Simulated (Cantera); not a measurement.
A closed system holds: 1 mol SiH₄, 0.057 mol HCl, a varied amount of N₂, equilibrated at 1675 K and 1200 Torr.

These are equilibrium values from Cantera (NASA tables, ideal gas, pure condensed phases), not measurements of a reactor. Candidate condensed phases: NH₄Cl, Si, Si₃N₄; 28 gas species. Equilibrium is a limit: real reactors are often held back by kinetics, nucleation or transport.

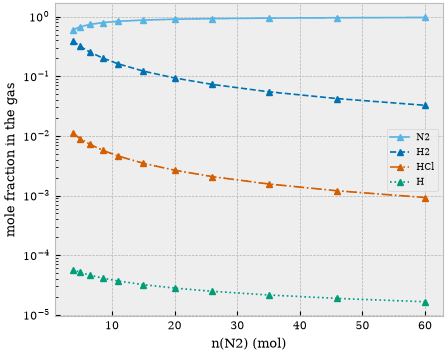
*Equilibrium gas composition (values under 1e-9 drawn at 1e-9)*

From 3.7 mol N₂ to 60 mol N₂ the condensed part is Si₃N₄(s). The main Si-bearing gas is SiCl₂ throughout.
